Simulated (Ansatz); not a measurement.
Electronic density of states of amorphous Zr20O43La2, density 5.43 g/cm³, on a 2×2×2 Γ-centred mesh with a Gaussian width of 0.1 eV; energies count from the Fermi level, whose place inside the gap is arbitrary. Cell and mesh are small, so fine structure isn't converged. The numbers are results of PBE, scalar-relativistic without spin-orbit coupling (plane waves to 420 eV, PAW; Ansatz, a first-principles code), not measurements. Sampling: a 2×2×2 Γ-centred mesh; Fermi-Dirac width 0.02 eV; no spin polarisation. At PBE the levels at the filled edge of the gap are localised (band-tail or defect states).

Preparation: random packing, a CHGNet melt and quench, and a DFT relaxation. O atoms were pushed apart under 1.9 Å during the dynamics, to hinder bonds among them. The hot cell started wider than the set density and was brought back towards it in steps. It is the lowest in DFT energy of 2 quenches. It is a model cell: composition and starting density were chosen by hand, and all elements were melted together. No dispersion term was used. Its density started from a set value of 5.43 and ended at 5.43 g/cm³. The simulated quench (nominally 300 K/ps over its main leg) is rapid and tends to freeze in more defects than a deposited or slowly cooled glass has. One small periodic cell is one sample of the glass; other quenches scatter about these values. The volume was held where the preparation left it and the shape relaxed, at a PBE pressure of -1.8 GPa (tension). Stress components on the final sampling reach 1.9 GPa.

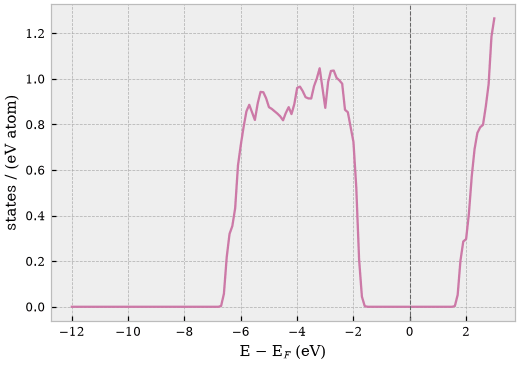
Figure. Density of states per atom

The level gap on this mesh is 3.58 eV; the broadening fills part of it in the curve.
